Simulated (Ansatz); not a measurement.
# LaF2: a trial structure relaxed

The task: take a trial cell of LaF2 to zero force and stress.

Method: DFT PBE, scalar-relativistic, plane waves, PAW, in Ansatz 0.2.0.

## 1. The system as given

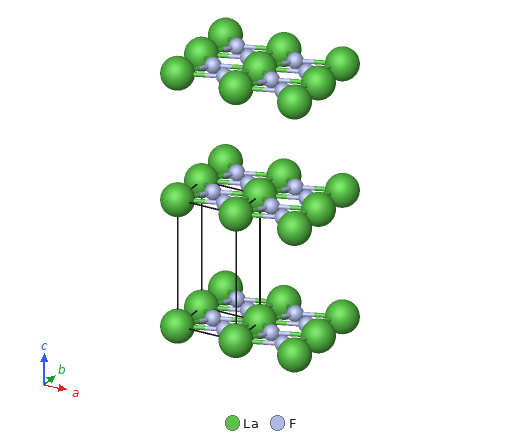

The starting structure, seen slightly off an axis (lanthanum green, fluorine light blue). 2×2×2 cells are drawn. Atoms on the faces are drawn again on the opposite ones.

As a file:

```xyz
3
Lattice="3.6789 0.0000 0.0000 -1.8394 3.1860 0.0000 0.0000 0.0000 5.6469" Properties=species:S:1:pos:R:3 pbc="T T T"
La    0.0000    0.0000    0.0000
F     0.0000    2.1240    0.0000
F     1.8394    1.0620    0.0000
```

A structure generator made this guess: random cell by space group and Wyckoff sites (P6/mmm, No. 191). The dimensions are guesses.

## 2. Probe: one point on a coarse mesh

The input, input.yaml:

```yaml
crystal:
  lattice:
    - [3.6788828, 0.0, 0.0]
    - [-1.8394414, 3.18600596, 0.0]
    - [0.0, 0.0, 5.64691633]
  atoms:
    - { symbol: La, position: [0.0, 0.0, 0.0] }
    - { symbol: F, position: [0.33333333, 0.66666667, 0.0] }
    - { symbol: F, position: [0.66666667, 0.33333333, 0.0] }
basis:
  ecutwfc: 420
kpoints:
  mp_grid: { grid: [6, 6, 4] }
hamiltonian:
  xc: pbe
scf:
  occupations: { method: gaussian, width: 0.1 }
  lower_state_search: "off"
output:
  forces: true
  stress: true
  eigenvalues: true
```

Started as:

```
$ ansatz run input.yaml --threads 1 --pin off --max-ram 2560MiB --backend cpu --events-out ev --progress --plain --runs-dir out
```

The program printed (excerpt; [...] marks lines left out):

```text
[...]
SCF converged after 8 iterations
Free energy (F): -7867.531068 eV
[...]
E sigma→0 (E₀):  -7867.528639 eV
Entropy (-TS):   -0.004858 eV (-1.619 meV/atom)
Fermi energy:    8.471218 eV
[...]
--- Forces (eV/Å), atoms counted from 1 ---
  atom   1  La     0.00000000     0.00000000     0.00000000
  atom   2  F     -0.00000000    -0.00000000     0.00000000
  atom   3  F      0.00000000     0.00000000     0.00000000
[...]
--- Stress (GPa, compression-positive) ---
       73.526123       0.000000       0.000000
       -0.000000      73.526123      -0.000000
        0.000000      -0.000000      -3.783306
  P = ⅓ Tr σ = 47.7563 GPa (477.563 kbar)
--- Band table (eV; the first three rows and the last of 21) ---
  k-point 0: bands = ["-27.0155", "-19.3352", "-19.2874", "-10.2213", "-10.2213", "-9.6703", "-4.8782", "-4.8782", "-1.3699", "-0.2505", "2.4543", "2.4543", "6.0809", "9.5073", "9.5073", "10.0528", "10.1055"]
[...]
```

It took 2 s on 1 thread of Intel Xeon at 2.70GHz, shared host; peak memory 0.35 GiB.

From the probe: pressure 47.8 GPa, largest force 0.00 eV/Å, gap on this mesh none (metal). A cheap, loose relaxation comes first.

## 3. Rough relaxation on the coarse mesh

Changes to input.yaml since step 2:

```diff
@@ -22 +22,6 @@
   eigenvalues: true
+relax:
+  adjacent_minimum: "off"
+  f_tol: 0.04
+  max_steps: 70
+  cell: { stress_tol: 0.4 }
```

Started as:

```
$ ansatz run input.yaml --threads 1 --pin off --max-ram 2560MiB --backend cpu --events-out ev --progress --plain --runs-dir out
```

The program printed:

```text
Warning: RAYON_NUM_THREADS=1 ignored (pool sized by the plan → 1); use --threads N
Engine: ansatz 0.2.0, x86_64-unknown-linux-gnu
Pseudopotentials: kind: paw
Pseudopotential: La, paw, valence charge 11, recommended cutoff 420 eV (normal), La.paw.azcp
Pseudopotential: F, paw, valence charge 7, recommended cutoff 420 eV (normal), F.paw.azcp
Functional definition: PBE
  parameter kappa = 0.804
  parameter beta = 0.06672455060314922
  exchange = pbe_x(kappa = kappa, mu = beta*pi^2/3)
  correlation = pbe_c(beta = beta)
Crystal: 3 atoms, lattice volume = 66.187 Å³
Basis set: ecut = 420 eV, 1303 PW (Γ), exchange–correlation on 50×50×80 points (8 copies of the dense FFT grid, shifted against one another)
Bands: 17, of which v1, the nominal top of the filled ones, is band 13 counted from 1 (12 counted from 0)
Symmetry: 24 space group operations
Space group: P6/mmm (ITA 191), of the structure as read, at distance tolerance 4.0e-5 Å
k-points: 21 of 144
Non-local potential: La, projectors of the file, l = 0: 3, l = 1: 2, l = 2: 2, l = 3: 3
Non-local potential: F, projectors of the file, l = 0: 2, l = 1: 2, l = 2: 1
PAW form: soft (Blöchl's): semilocal exchange-correlation on the pseudo side does not see the compensation charge
PAW one-centre angular grid: La, 590 points (default); XC on 64 Gauss nodes
PAW one-centre angular grid: F, 110 points (default); XC on 64 Gauss nodes
Initial density: superposition of atomic densities (neutral atoms: chi_scale 0, normalization atom), corrected by the library's trained network
Initial wavefunctions: pseudopotential atomic-orbital guess
Functional: x = pbe(κ = 0.804, μ = 0.2195149727645171), c = pbe(β = 0.06672455060314922)
SCF iter   1: F=—  HF=-7867.642606 eV  |F-HF|=—  |Δ(HF+E_count)|=         —  Δρ=1.36e-2  dr2=2.97e-1  ethr=1.77e-3  ⟨swp⟩=4.1  Hψ=1705  notcnv=0
preconditioner: auto → LDOS  [insulator: Δε(μ)=0.172 eV  Ē_g=12.990 eV  σ=0.100 eV  W_gap=0.58  n_scr=22 (ndim 8)  ℏωp=19.9 eV  f_vac=0.274  D(μ)=1.02/eV (n_scr^D=2)  ε∞_Penn≈3.3  β→1.0]
SCF iter   2: F=—  HF=-7867.541031 eV  |F-HF|=—  |Δ(HF+E_count)|=   1.02e-1  Δρ=1.17e-2  dr2=7.74e-2  ethr=1.19e-3  ⟨swp⟩=3.4  Hψ=978  notcnv=0  defer=5
SCF iter   3: F=—  HF=-7867.532547 eV  |F-HF|=—  |Δ(HF+E_count)|=   8.48e-3  Δρ=3.78e-3  dr2=1.23e-2  ethr=3.09e-4  ⟨swp⟩=3.0  Hψ=942  notcnv=0  defer=4
SCF iter   4: F=—  HF=-7867.532918 eV  |F-HF|=—  |Δ(HF+E_count)|=   3.71e-4  Δρ=4.09e-3  dr2=8.08e-3  ethr=4.92e-5  ⟨swp⟩=2.0  Hψ=647  notcnv=0  defer=5
SCF iter   5: F=—  HF=-7867.530707 eV  |F-HF|=—  |Δ(HF+E_count)|=   2.21e-3  Δρ=4.83e-4  dr2=1.65e-4  ethr=3.23e-5  ⟨swp⟩=2.2  Hψ=731  notcnv=0  defer=3
SCF iter   6: F=—  HF=-7867.530893 eV  |F-HF|=—  |Δ(HF+E_count)|=   1.86e-4  Δρ=1.17e-4  dr2=1.28e-5  ethr=6.59e-7  ⟨swp⟩=2.0  Hψ=620  notcnv=0  defer=4
SCF iter   7: F=—  HF=-7867.531067 eV  |F-HF|=—  |Δ(HF+E_count)|=   1.74e-4  Δρ=3.08e-5  dr2=6.60e-7  ethr=5.12e-8  ⟨swp⟩=2.0  Hψ=598  notcnv=0  defer=4
iter 8 did not close the SCF: its close was put off until two iterations running show no level that it waits for move by more than its bar (scf_convergence_deferred on its scf_iter line)
SCF iter   8: F=-7867.531068 eV  HF=-7867.531068 eV  |F-HF|=1.65e-8  |Δ(HF+E_count)|=   7.84e-7  Δρ=5.79e-6  dr2=1.77e-8  ethr=4.00e-10  ⟨swp⟩=8.3  Hψ=2054  notcnv=0
iter 9 did not close the SCF: its close was put off until two iterations running show no level that it waits for move by more than its bar (scf_convergence_deferred on its scf_iter line)
SCF iter   9: F=-7867.531068 eV  HF=-7867.531068 eV  |F-HF|=5.62e-10  |Δ(HF+E_count)|=   2.23e-8  Δρ=9.60e-7  dr2=6.14e-10  ethr=7.07e-11  ⟨swp⟩=2.9  Hψ=1256  notcnv=0
SCF iter  10: F=-7867.531068 eV  HF=-7867.531068 eV  |F-HF|=1.09e-11  |Δ(HF+E_count)|=  7.79e-10  Δρ=7.76e-8  dr2=3.54e-12  ethr=2.46e-12  ⟨swp⟩=1.5  Hψ=1015  notcnv=0
SCF 1 converged in 10 iterations: F = -7867.531068 eV  dr2 = 3.54e-12
relax step   1: F+E_penalty+E_count = -7867.53106827 eV  Δ(F+E_penalty+E_count) = +0.000e0 eV  max|allowed force component| = 3.701e-17 eV/Å  Δτ_max = 0.0000 Å  P = +47.757 GPa  Ω = 66.187 Å³  (10 SCF iters, dr2 threshold 1.00e-7 eV, accepted)
Crystal: 3 atoms, lattice volume = 72.530 Å³
Basis set: ecut = 420 eV, 1435 PW (Γ), exchange–correlation on 50×50×80 points (8 copies of the dense FFT grid, shifted against one another)
Initial density: handed on by an earlier stage of this run
Initial wavefunctions: those handed on with the density
iter 1 solved again at ethr=4.89e-4 eV; its pass at ethr=3.10e-3 eV (dr2=1.22e-1 eV) is discarded
SCF iter   1: F=—  HF=-7869.791849 eV  |F-HF|=—  |Δ(HF+E_count)|=         —  Δρ=1.55e-2  dr2=1.22e-1  ethr=4.89e-4  ⟨swp⟩=1.0  Hψ=2846  notcnv=0
preconditioner: auto → LDOS  [insulator: Δε(μ)=0.195 eV  Ē_g=12.170 eV  σ=0.100 eV  W_gap=0.67  n_scr=22 (ndim 8)  ℏωp=19.0 eV  f_vac=0.154  D(μ)=0.96/eV (n_scr^D=2)  ε∞_Penn≈3.4  β→1.0]
SCF iter   2: F=—  HF=-7869.810232 eV  |F-HF|=—  |Δ(HF+E_count)|=   1.84e-2  Δρ=2.16e-2  dr2=1.89e-1  ethr=4.87e-4  ⟨swp⟩=3.8  Hψ=955  notcnv=0  defer=1
SCF iter   3: F=—  HF=-7869.748837 eV  |F-HF|=—  |Δ(HF+E_count)|=   6.14e-2  Δρ=1.58e-3  dr2=1.03e-3  ethr=4.87e-4  ⟨swp⟩=2.4  Hψ=835  notcnv=0  defer=2
SCF iter   4: F=—  HF=-7869.748927 eV  |F-HF|=—  |Δ(HF+E_count)|=   8.98e-5  Δρ=4.56e-4  dr2=1.60e-4  ethr=4.14e-6  ⟨swp⟩=2.1  Hψ=721  notcnv=0  defer=3
SCF iter   5: F=—  HF=-7869.749163 eV  |F-HF|=—  |Δ(HF+E_count)|=   2.36e-4  Δρ=1.16e-4  dr2=1.18e-5  ethr=6.41e-7  ⟨swp⟩=2.0  Hψ=532  notcnv=0  defer=3
SCF iter   6: F=—  HF=-7869.749176 eV  |F-HF|=—  |Δ(HF+E_count)|=   1.30e-5  Δρ=3.94e-5  dr2=1.75e-6  ethr=4.73e-8  ⟨swp⟩=2.2  Hψ=586  notcnv=0  defer=3
SCF iter   7: F=-7869.749176 eV  HF=-7869.749176 eV  |F-HF|=6.16e-8  |Δ(HF+E_count)|=   1.30e-7  Δρ=8.14e-6  dr2=6.79e-8  ethr=1.20e-9  ⟨swp⟩=7.6  Hψ=2074  notcnv=0
the search or the solves at the SCF's close seem to have found levels that the self-consistency loop had missed (the run counts 1). By its estimate they hold under 1e-12 electrons; where the run keeps them, the occupations were computed again with them
SCF 2 converged in 7 iterations: F = -7869.749176 eV  dr2 = 6.79e-8
relax step   2: F+E_penalty+E_count = -7869.74917604 eV  Δ(F+E_penalty+E_count) = -2.218e0 eV  max|allowed force component| = 3.961e-17 eV/Å  Δτ_max = 0.0000 Å  P = +23.573 GPa  Ω = 72.530 Å³  energy of the carried Pulay correction = -1.091e-2 eV  (7 SCF iters, dr2 threshold 3.00e-7 eV, accepted)
Crystal: 3 atoms, lattice volume = 76.506 Å³
Basis set: ecut = 420 eV, 1507 PW (Γ), exchange–correlation on 50×50×80 points (8 copies of the dense FFT grid, shifted against one another)
iter 1 solved again at ethr=2.19e-4 eV; its pass at ethr=3.10e-3 eV (dr2=5.47e-2 eV) is discarded
SCF iter   1: F=—  HF=-7870.886861 eV  |F-HF|=—  |Δ(HF+E_count)|=         —  Δρ=1.07e-2  dr2=5.44e-2  ethr=2.19e-4  ⟨swp⟩=2.1  Hψ=3076  notcnv=0
preconditioner: auto → LDOS  [metal: Δε(μ)=0.074 eV  Ē_g=11.538 eV  σ=0.100 eV  W_gap=0.36  n_scr=20 (ndim 8)  ℏωp=18.5 eV  f_vac=0.089  D(μ)=0.71/eV (n_scr^D=2)  β→1.0]
SCF iter   2: F=—  HF=-7870.890717 eV  |F-HF|=—  |Δ(HF+E_count)|=   3.86e-3  Δρ=1.15e-2  dr2=5.75e-2  ethr=2.18e-4  ⟨swp⟩=4.0  Hψ=939  notcnv=0
SCF iter   3: F=—  HF=-7870.872914 eV  |F-HF|=—  |Δ(HF+E_count)|=   1.78e-2  Δρ=2.70e-3  dr2=3.87e-3  ethr=2.18e-4  ⟨swp⟩=2.7  Hψ=835  notcnv=0
SCF iter   4: F=—  HF=-7870.872163 eV  |F-HF|=—  |Δ(HF+E_count)|=   7.52e-4  Δρ=4.29e-4  dr2=1.68e-4  ethr=1.55e-5  ⟨swp⟩=2.0  Hψ=616  notcnv=0
SCF iter   5: F=—  HF=-7870.872277 eV  |F-HF|=—  |Δ(HF+E_count)|=   1.15e-4  Δρ=1.52e-4  dr2=4.15e-5  ethr=6.73e-7  ⟨swp⟩=2.1  Hψ=597  notcnv=0
SCF iter   6: F=—  HF=-7870.872291 eV  |F-HF|=—  |Δ(HF+E_count)|=   1.34e-5  Δρ=4.80e-5  dr2=3.34e-6  ethr=1.66e-7  ⟨swp⟩=2.4  Hψ=565  notcnv=0
iter 7 did not close the SCF: its close was put off until two iterations running show no level that it waits for move by more than its bar (scf_convergence_deferred on its scf_iter line)
SCF iter   7: F=-7870.872292 eV  HF=-7870.872292 eV  |F-HF|=5.56e-8  |Δ(HF+E_count)|=   1.00e-6  Δρ=9.12e-6  dr2=9.90e-8  ethr=1.20e-9  ⟨swp⟩=6.3  Hψ=2195  notcnv=0
iter 8 did not close the SCF: its close was put off until two iterations running show no level that it waits for move by more than its bar (scf_convergence_deferred on its scf_iter line)
SCF iter   8: F=-7870.872292 eV  HF=-7870.872292 eV  |F-HF|=2.68e-9  |Δ(HF+E_count)|=   6.19e-8  Δρ=1.70e-6  dr2=4.36e-9  ethr=3.96e-10  ⟨swp⟩=3.0  Hψ=1320  notcnv=0
SCF iter   9: F=-7870.872292 eV  HF=-7870.872292 eV  |F-HF|=1.29e-10  |Δ(HF+E_count)|=   3.17e-9  Δρ=3.55e-7  dr2=1.41e-10  ethr=1.75e-11  ⟨swp⟩=2.3  Hψ=1080  notcnv=0
the search or the solves at the SCF's close seem to have found levels that the self-consistency loop had missed (the run counts 1). By its estimate they hold under 1e-12 electrons; where the run keeps them, the occupations were computed again with them
SCF 3 converged in 9 iterations: F = -7870.872292 eV  dr2 = 1.41e-10
relax step   3: F+E_penalty+E_count = -7870.87229171 eV  Δ(F+E_penalty+E_count) = -1.123e0 eV  max|allowed force component| = 1.820e-16 eV/Å  Δτ_max = 0.0000 Å  P = +8.109 GPa  Ω = 76.506 Å³  energy of the carried Pulay correction = -1.710e-2 eV  (9 SCF iters, dr2 threshold 3.00e-7 eV, accepted)
[... 12 lines left out ...]
relax step   4: F+E_penalty+E_count = -7871.17268753 eV  Δ(F+E_penalty+E_count) = -3.004e-1 eV  max|allowed force component| = 1.110e-16 eV/Å  Δτ_max = 0.0000 Å  P = +1.940 GPa  Ω = 76.291 Å³  energy of the carried Pulay correction = -1.656e-2 eV  (7 SCF iters, dr2 threshold 3.00e-7 eV, accepted)
[... 12 lines left out ...]
relax step   5: F+E_penalty+E_count = -7871.28318086 eV  Δ(F+E_penalty+E_count) = -1.105e-1 eV  max|allowed force component| = 6.630e-17 eV/Å  Δτ_max = 0.0000 Å  P = -0.310 GPa  Ω = 73.800 Å³  energy of the carried Pulay correction = -1.241e-2 eV  (7 SCF iters, dr2 threshold 3.00e-7 eV, accepted)
[... 12 lines left out ...]
relax step   6: F+E_penalty+E_count = -7871.34862610 eV  Δ(F+E_penalty+E_count) = -6.545e-2 eV  max|allowed force component| = 7.922e-17 eV/Å  Δτ_max = 0.0000 Å  P = -0.678 GPa  Ω = 70.240 Å³  energy of the carried Pulay correction = -6.317e-3 eV  (7 SCF iters, dr2 threshold 3.00e-7 eV, accepted)
[... 11 lines left out ...]
relax step   7: F+E_penalty+E_count = -7871.38016782 eV  Δ(F+E_penalty+E_count) = -3.154e-2 eV  max|allowed force component| = 8.298e-17 eV/Å  Δτ_max = 0.0000 Å  P = -0.226 GPa  Ω = 66.325 Å³  energy of the carried Pulay correction = +7.210e-4 eV  (6 SCF iters, dr2 threshold 3.00e-7 eV, accepted)
[... 12 lines left out ...]
relax step   8: F+E_penalty+E_count = -7871.55946231 eV  Δ(F+E_penalty+E_count) = -1.793e-1 eV  max|allowed force component| = 8.066e-17 eV/Å  Δτ_max = 0.0000 Å  P = +3.116 GPa  Ω = 66.325 Å³  stress off target by 4.63e0 GPa  SCF on the basis re-selected at this cell (its energy is not comparable with the rows above)  (7 SCF iters)
[... 12 lines left out ...]
relax step   9: F+E_penalty+E_count = -7871.58442114 eV  Δ(F+E_penalty+E_count) = -2.496e-2 eV  max|allowed force component| = 7.344e-17 eV/Å  Δτ_max = 0.0000 Å  P = +0.149 GPa  Ω = 68.132 Å³  energy of the carried Pulay correction = -4.457e-3 eV  (6 SCF iters, dr2 threshold 3.00e-7 eV, accepted)
iter 1 solved again at ethr=1.99e-7 eV; its pass at ethr=3.10e-3 eV (dr2=4.98e-5 eV) is discarded
SCF iter   1: F=—  HF=-7871.589773 eV  |F-HF|=—  |Δ(HF+E_count)|=         —  Δρ=2.91e-4  dr2=8.50e-6  ethr=1.99e-7  ⟨swp⟩=3.0  Hψ=2513  notcnv=0
preconditioner: auto → Resta (q_TF=auto, 2.308 Å⁻¹)  ε∞=4.4  [insulator: Δε(μ)=0.329 eV  Ē_g=10.653 eV  σ=0.100 eV  W_gap=0.83  n_scr=20 (ndim 8)  ℏωp=19.6 eV  f_vac=0.113  D(μ)=0.60/eV (n_scr^D=0)  ε∞_Penn≈4.4]
SCF iter   2: F=—  HF=-7871.589615 eV  |F-HF|=—  |Δ(HF+E_count)|=   1.58e-4  Δρ=1.26e-4  dr2=2.57e-6  ethr=3.40e-8  ⟨swp⟩=2.0  Hψ=588  notcnv=0
SCF iter   3: F=—  HF=-7871.589627 eV  |F-HF|=—  |Δ(HF+E_count)|=   1.19e-5  Δρ=6.13e-5  dr2=3.48e-7  ethr=1.03e-8  ⟨swp⟩=2.0  Hψ=474  notcnv=0
SCF iter   4: F=—  HF=-7871.589630 eV  |F-HF|=—  |Δ(HF+E_count)|=   3.36e-6  Δρ=2.63e-6  dr2=5.13e-9  ethr=1.39e-9  ⟨swp⟩=2.0  Hψ=593  notcnv=0
SCF iter   5: F=—  HF=-7871.589630 eV  |F-HF|=—  |Δ(HF+E_count)|=   2.25e-9  Δρ=1.15e-6  dr2=2.02e-9  ethr=7.68e-12  ⟨swp⟩=4.1  Hψ=1202  notcnv=0
SCF iter   6: F=-7871.589630 eV  HF=-7871.589630 eV  |F-HF|=6.18e-11  |Δ(HF+E_count)|=  9.51e-10  Δρ=3.80e-7  dr2=7.84e-11  ethr=7.68e-12  ⟨swp⟩=4.3  Hψ=1196  notcnv=0
SCF 10 converged in 6 iterations: F = -7871.589630 eV  dr2 = 7.84e-11
relax step  10: F+E_penalty+E_count = -7871.58963043 eV  Δ(F+E_penalty+E_count) = -5.209e-3 eV  max|allowed force component| = 7.344e-17 eV/Å  Δτ_max = 0.0000 Å  P = +0.208 GPa  Ω = 68.132 Å³  stress off target by 2.76e-1 GPa  SCF on the basis re-selected at this cell (its energy is not comparable with the rows above)  (6 SCF iters)
basis re-selected at this cell: Δ(F+E_penalty+E_count) = -5.209e-3 eV, ΔP = +0.060 GPa vs the last step (what re-selecting the basis moved, of the pressure what is left beyond the Pulay correction that the steps carried, after the strain that the cell walked since its last selection, with what the two solves' SCF thresholds leave and, on support functions, any second-order correction that the steps lacked; it is no measure of the basis error at this ecutwfc). This SCF's stress stands 2.76e-1 GPa from its target on what of the cell is left free (relax.cell.stress_tol is 4.00e-1 GPa) and its largest allowed force component is 7.34e-17 eV/Å (relax.f_tol is 4.00e-2 eV/Å): within both
SCF converged after 6 iterations
Free energy (F): -7871.589630 eV
Harris-Foulkes:  -7871.589630 eV  (|F-HF|=6.18e-11)
Internal energy: -7871.586638 eV  (E = F + TS)
E sigma→0 (E₀):  -7871.588134 eV
Entropy (-TS):   -0.002992 eV (-0.997 meV/atom)
Fermi energy:    7.661160 eV
--- Per-component energies (eV) ---
  E_band       = -166.592191
  E_kinetic    = 603.049956
  E_local      = -2088.256693  (includes V_loc(G=0)·N_el)
  E_nonlocal   = 243.275737
  E_hartree    = 811.485381
  E_xc         = -298.081532
  E_vxc        = -350.865855  (∫ρ·V_xc dr)
  E_paw        = -5818.166904  (= ΣΔE_a)
  E_vpaw       = -196.770576  (= ΣTr[D̂ρ^β])
  E_aug_tail   = 0.004101  (compensation charges beyond the density's cutoff)
  E_ewald      = -1324.896684
  E_smearing   = -0.002992  (= −TS)
  E_closure    = -0.000000  (closes the sum)
  Σ components = -7871.589630   (vs F -7871.589630, Δ=0.00e0)
--- Forces (eV/Å), atoms counted from 1 ---
  atom   1  La    -0.00000000    -0.00000000    -0.00000000
  atom   2  F     -0.00000000     0.00000000    -0.00000000
  atom   3  F      0.00000000    -0.00000000     0.00000000
  max |Σ_I F_I| component: 1.39e-17 eV/Å
--- Stress (GPa, compression-positive) ---
        0.275552       0.000000      -0.000000
        0.000000       0.275552       0.000000
       -0.000000       0.000000       0.073876
  P = ⅓ Tr σ = 0.2083 GPa (2.083 kbar)
--- Band table (eV; the first three rows and the last of 21) ---
  k-point 0: bands = ["-26.4127", "-17.9494", "-17.2732", "-10.0076", "-10.0076", "-9.8840", "-1.0638", "-1.0638", "0.7273", "1.6093", "2.2454", "2.2454", "5.8148", "8.4043", "8.4043", "8.4900", "8.4900"]
  k-point 1: bands = ["-26.4073", "-17.9475", "-17.2722", "-10.0003", "-10.0003", "-9.9863", "-1.0541", "-1.0541", "0.6185", "1.5800", "2.2459", "2.2459", "6.9138", "8.3778", "8.3778", "8.5321", "8.5321"]
  k-point 2: bands = ["-26.4018", "-17.9456", "-17.2712", "-10.0855", "-9.9929", "-9.9929", "-1.0447", "-1.0447", "0.5218", "1.5506", "2.2465", "2.2465", "8.2629", "8.3514", "8.3514", "8.6043", "8.6043"]
  k-point 20: bands = ["-26.2805", "-17.9476", "-17.9476", "-9.9969", "-9.6728", "-9.6728", "-0.7396", "0.7462", "0.7462", "1.1999", "1.1999", "1.6856", "8.3399", "8.5108", "8.5108", "8.5435", "8.5808"]
--- Relaxed structure (8 steps of the walk, 8 accepted, 2 SCFs on fresh bases) ---
  F+E_penalty+E_count = -7871.58963043 eV   max|allowed force component| = 7.344e-17 eV/Å   (the final SCF, on the basis selected at the relaxed cell)
  cell:  # Å, volume = 68.1321 Å³
    - [4.271999804445921, -3.736719750406732e-33, 0.0]
    - [-2.1359999022229603, 3.6996603556123215, -3.2092321203620545e-33]
    - [0.0, -5.6880826615157844e-33, 4.310809598397337]
  atoms:
    - { symbol: La, position: [1.8139647753374382e-34, -4.774579043637875e-34, 6.588873714519077e-83] }
    - { symbol: F, position: [0.33333333333333337, 0.6666666666666667, 0.0] }
    - { symbol: F, position: [0.6666666666666667, 0.33333333333333337, 0.0] }
```

Wall time 21 s (1 thread of Intel Xeon at 2.70GHz, shared host); peak memory 0.37 GiB.

Relaxation path:

| step | energy from step 1 (eV/cell) | largest force component (eV/Å) | pressure (GPa) | volume (Å³) |
| --- | --- | --- | --- | --- |
| 1 | 0.0000 | 0.0000 | 47.76 | 66.19 |
| 2 | -2.2181 | 0.0000 | 23.57 | 72.53 |
| 3 | -3.3412 | 0.0000 | 8.11 | 76.51 |
| 4 | -3.6416 | 0.0000 | 1.94 | 76.29 |
| 5 | -3.7521 | 0.0000 | -0.31 | 73.80 |
| 6 | -3.8176 | 0.0000 | -0.68 | 70.24 |
| 7 | -3.8491 | 0.0000 | -0.23 | 66.32 |
| 8 | -4.0284 | 0.0000 | 3.12 | 66.32 |
| 9 | -4.0534 | 0.0000 | 0.15 | 68.13 |
| 10 | -4.0586 | 0.0000 | 0.21 | 68.13 |

Step 1 is the start. Steps 8, 10 each repeat the geometry before them on a plane-wave basis chosen anew, so the energy can jump there without any move.

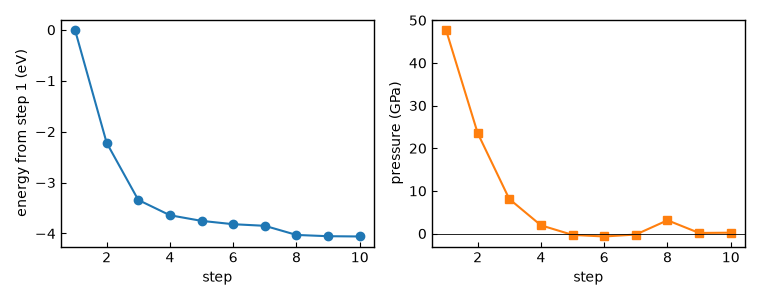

Energy and pressure along the relaxation.

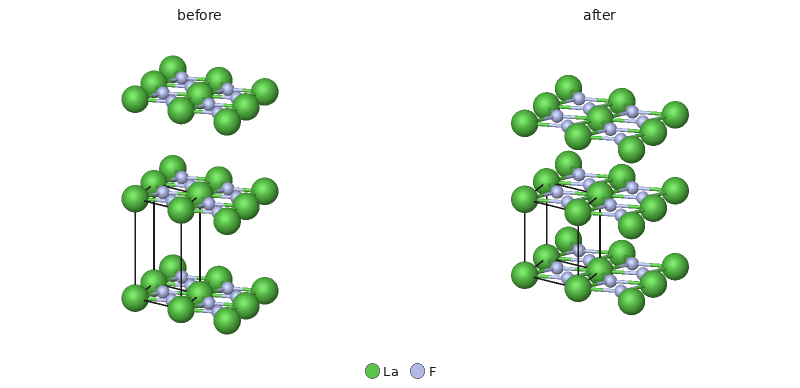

Before and after, at one scale.

|  | before | after | change |
| --- | --- | --- | --- |
| a (Å) | 3.679 | 4.272 | +16.1 % |
| b (Å) | 3.679 | 4.272 | +16.1 % |
| c (Å) | 5.647 | 4.311 | -23.7 % |
| volume (Å³/atom) | 22.06 | 22.71 | +2.9 % |
| shortest distance (Å) | 2.124 | 2.466 | +16.1 % |
| space group (0.01 Å) | P6/mmm | P6/mmm | same |

Forces and stress were held to the start's 24 operations: a distortion of lower symmetry was not tested.

[end of part 1 of 2]
